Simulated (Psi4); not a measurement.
**CH6Ge (methyl germane): OMP2/def2-SVPD (density fitting for correlation)**

Aim: the vertical singlet–triplet gap of CH6Ge (methyl germane) at OMP2/def2-SVPD (density fitting for correlation), from 2 runs. 

The results are computed with Psi4 1.11.

6 further runs of the same task are left out: 6 that didn't finish.

## 1. The structure to begin with

CH6Ge has 8 atoms, charge 0, and is taken as a singlet. SMILES: `[CH3][GeH3]`. The coordinates come from a PBE0-D4/def2-TZVP relaxation.

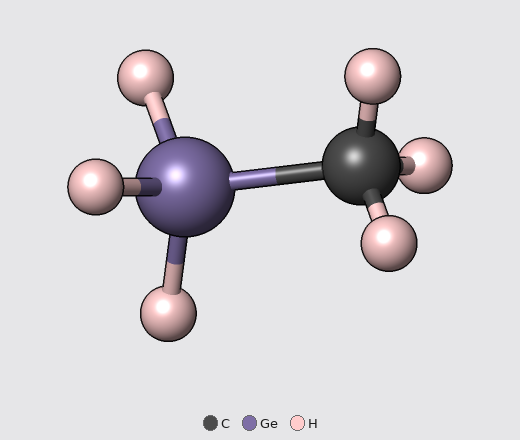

The structure, seen from a chosen angle (carbon dark grey, germanium purple, hydrogen pink).

## 2. A single-point energy at OMP2/def2-SVPD (density fitting for correlation)

The input, input.inp:

```
memory 1600 mb

molecule molecule1 {
  0 1
  C
  Ge 1 1.952803
  H 1 1.090398 2 110.30012
  H 1 1.09046 3 108.63383 2 -121.00575
  H 1 1.090551 3 108.62587 4 -117.99856
  H 2 1.539319 1 110.41329 3 -59.81003
  H 2 1.539302 6 108.5094 1 121.14125
  H 2 1.539231 7 108.50909 6 -117.71891
  symmetry c1
  no_reorient
  no_com
}

set {
  basis def2-SVPD
  reference rhf
  puream true
  e_convergence 1e-09
  d_convergence 1e-08
  scf_type pk
  num_frozen_docc 10
}

E, wfn = energy("omp2", return_wfn=True)
print_variables()
```

The run is started by

```sh
$ psi4 -n 1 input.inp input.out
```

input.out:

```text
[...]
  Running in c1 symmetry.
[...]
  Nuclear repulsion =  119.994923562683525
[...]
  Multiplicity = 1
[...]
  Nalpha       = 22
  Nbeta        = 22
[...]
    Number of basis functions: 106
[...]
   @RHF iter   1: -2115.26298797470463   -3.07523e+00   2.03899e-02 ADIIS/DIIS
[...]
   @RHF iter  11: -2116.43053064751621   -5.00222e-12   1.94548e-09 DIIS
[...]
    Orbital Energies [Eh]
    ---------------------
    Doubly Occupied:
       1A   -405.189788     2A    -52.115566     3A    -46.216965
       4A    -46.216965     5A    -46.216730     6A    -11.224598
       7A     -7.171181     8A     -5.149375     9A     -5.149375
      10A     -5.148910    11A     -1.623587    12A     -1.623586
      13A     -1.622907    14A     -1.619465    15A     -1.619464
      16A     -0.936913    17A     -0.703987    18A     -0.565250
      19A     -0.565214    20A     -0.456248    21A     -0.456235
      22A     -0.439643
[...]
  @RHF Final Energy: -2116.43053064751621
   => Energetics <=
    Nuclear Repulsion Energy =            119.9949235626835247
    One-Electron Energy =               -3188.7870020253776602
    Two-Electron Energy =                 952.3615478151775733
    Total Energy =                      -2116.4305306475162070
[...]
 Multipole Moments:
 ------------------------------------------------------------------------------------
     Multipole            Electronic (a.u.)      Nuclear  (a.u.)        Total (a.u.)
 ------------------------------------------------------------------------------------
 L = 1.  Multiply by 2.5417464519 to convert [e a0] to [Debye]
 Dipole X            :         -0.0000202           -0.0000717           -0.0000919
 Dipole Y            :          0.0000983           -0.0000759            0.0000224
 Dipole Z            :          5.9502751           -6.2223594           -0.2720843
 Magnitude           :                                                    0.2720843
[...]
	Warning: cc_lambda option is changed to TRUE
	For this residual convergence, default PCG convergence is:     1.00e-07
[...]
	DF-MP2 Total Energy (a.u.)         : -2116.83493180338792
[...]
	DF-MP2 Total Energy (a.u.)         : -2116.84083494395963
[...]
	DF-OMP2 Total Energy (a.u.)        : -2116.84083494394508
[...]
```

Run time: 37 s. Hardware: 1 thread of Intel Xeon Platinum 8488C (Sapphire Rapids), shared host; peak memory 0.44 GiB.

## 3. The triplet

The input, job.in:

```
memory 1600 mb

molecule system {
  0 3
  C
  Ge 1 r2
  H 1 r3 2 a3
  H 1 r4 3 a4 2 d4
  H 1 r5 3 a5 4 d5
  H 2 r6 1 a6 3 d6
  H 2 r7 6 a7 1 d7
  H 2 r8 7 a8 6 d8

  r2 = 1.952803
  r3 = 1.090398
  a3 = 110.30012
  r4 = 1.09046
  a4 = 108.63383
  d4 = -121.00575
  r5 = 1.090551
  a5 = 108.62587
  d5 = -117.99856
  r6 = 1.539319
  a6 = 110.41329
  d6 = -59.81003
  r7 = 1.539302
  a7 = 108.5094
  d7 = 121.14125
  r8 = 1.539231
  a8 = 108.50909
  d8 = -117.71891
  symmetry c1
}

set {
  basis                   def2-SVPD
  reference               uhf
  puream                  true
  e_convergence           1e-09
  d_convergence           1e-08
  scf_type                pk
  num_frozen_docc         10
  maxiter                 100
  soscf                   true
  soscf_start_convergence 0.001
}

E, wfn = energy("omp2", return_wfn=True)
print_variables()
```

The run is started by

```sh
$ psi4 -n 1 job.in job.out
```

job.out:

```text
[...]
  Running in c1 symmetry.
[...]
  Nuclear repulsion =  119.994923562683525
[...]
  Multiplicity = 3
[...]
  Nalpha       = 23
  Nbeta        = 21
[...]
    Number of basis functions: 106
[...]
   @UHF iter   1: -2114.80361442573394   -2.61587e+00   2.06345e-02 DIIS/ADIIS
[...]
   @UHF iter  36: -2116.14410266997447   -1.36424e-12   5.08326e-09 SOSCF, nmicro=conv
[...]
   @S^2 Observed:                2.009429997E+00
[...]
    Orbital Energies [Eh]
    ---------------------
    Alpha Occupied:
       1A   -405.265884     2A    -52.191052     3A    -46.294750
       4A    -46.291528     5A    -46.291528     6A    -11.338391
       7A     -7.247959     8A     -5.233543     9A     -5.222007
      10A     -5.222006    11A     -1.709247    12A     -1.699467
      13A     -1.699466    14A     -1.691738    15A     -1.691737
      16A     -1.076898    17A     -0.783961    18A     -0.661112
      19A     -0.661075    20A     -0.588739    21A     -0.503598
      22A     -0.503588    23A     -0.101634
    Alpha Virtual:
      24A      0.068792    25A      0.111236    26A      0.116693
[...]
  @UHF Final Energy: -2116.14410266997447
   => Energetics <=
    Nuclear Repulsion Energy =            119.9949235626835247
    One-Electron Energy =               -3185.3304008337090636
    Two-Electron Energy =                 949.1913746010510522
    Total Energy =                      -2116.1441026699744725
  UHF NO Occupations:
  HONO-2 :   21  A 1.9976414
  HONO-1 :   22  A 1.0000000
[...]
 Multipole Moments:
 ------------------------------------------------------------------------------------
     Multipole            Electronic (a.u.)      Nuclear  (a.u.)        Total (a.u.)
 ------------------------------------------------------------------------------------
 L = 1.  Multiply by 2.5417464519 to convert [e a0] to [Debye]
 Dipole X            :          0.0001728           -0.0000717            0.0001010
 Dipole Y            :          0.0001256           -0.0000759            0.0000497
 Dipole Z            :          6.3194270           -6.2223594            0.0970676
 Magnitude           :                                                    0.0970676
[...]
	Warning: cc_lambda option is changed to TRUE
	For this residual convergence, default PCG convergence is:     1.00e-07
[...]
	DF-SCS-MP2 Total Energy (a.u.)     : -2116.52648747422290
	DF-SOS-MP2 Total Energy (a.u.)     : -2116.52167456585994
[...]
	DF-SCS-OMP2 Total Energy (a.u.)    : -2116.53251137794859
	DF-SOS-OMP2 Total Energy (a.u.)    : -2116.49657880201084
	DF-SCS(N)-OMP2 Total Energy (a.u.) : -2116.32607880751038
[...]
	DF-OMP2 Total Energy (a.u.)        : -2116.54433919707071
[...]
```

Run time: 3.3 min. Hardware: 1 thread of Intel Xeon Platinum 8488C (Sapphire Rapids), shared host; peak memory 0.44 GiB.

## 4. Summary of results

At OMP2/def2-SVPD (density fitting for correlation), 10 core orbitals frozen:

| quantity | value |
| --- | --- |
| singlet: total energy | -2116.84083 Eh |
| singlet: HOMO energy (Hartree–Fock orbitals) | -11.96 eV |
| singlet: LUMO energy (Hartree–Fock orbitals) | 2.21 eV |
| singlet: HOMO–LUMO gap (Hartree–Fock orbitals) | 14.17 eV |
| singlet: correlation energy (10 core orbitals frozen) | -410.3 mEh |
| triplet: total energy | -2116.54434 Eh |
| triplet: HOMO energy (Hartree–Fock orbitals) (highest over α and β) | -2.77 eV |
| triplet: correlation energy (10 core orbitals frozen) | -400.2 mEh |
| triplet: ⟨S²⟩ of the reference determinant | 2.009 |
| vertical energy of the triplet above the singlet | 8.068 eV |

At this shape the triplet lies 8.07 eV (778 kJ/mol) above the singlet.
